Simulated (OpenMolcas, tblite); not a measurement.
A ladder of methods for C2H3AlO (SMILES C#[C][AlH][OH])

The species is C2H3AlO (7 atoms), meant as a singlet with charge 0. As SMILES, `C#[C][AlH][OH]`. Geometry: a GFN2-xTB relaxation, a rough one for these elements and not checked as a minimum. This is one conformer, not always the lowest.

Quantity: the vertical ionisation energy (to the doublet cation), in eV. The values are calculated.

| level | kind | program | value (eV) |
| --- | --- | --- | --- |
| GFN1-xTB | semi-empirical | tblite | 15.00 |
| GFN2-xTB | semi-empirical | tblite | 14.10 |
| IPEA1-xTB | semi-empirical | tblite | 14.67 |
| HF/6-311+G** | Hartree–Fock | OpenMolcas | 9.22 |
| SVWN5/6-311+G** | LDA | OpenMolcas | 10.55 |
| BLYP/6-311+G** | GGA | OpenMolcas | 9.90 |
| PBE/6-311+G** | GGA | OpenMolcas | 10.04 |
| revPBE/6-311+G** | GGA | OpenMolcas | 9.97 |

The values span 9.22 to 15.00 eV. The xTB values lack the empirical shift that such differences need.

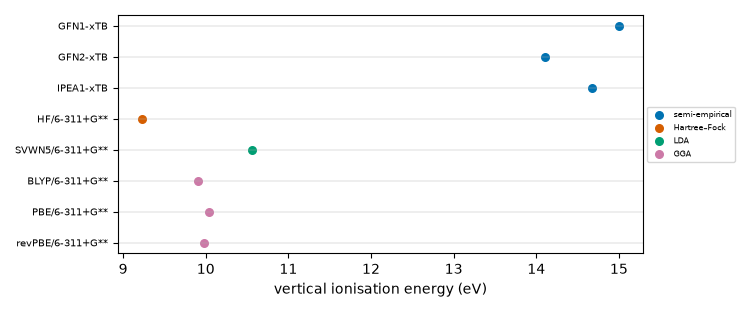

The values of the table, level by level.
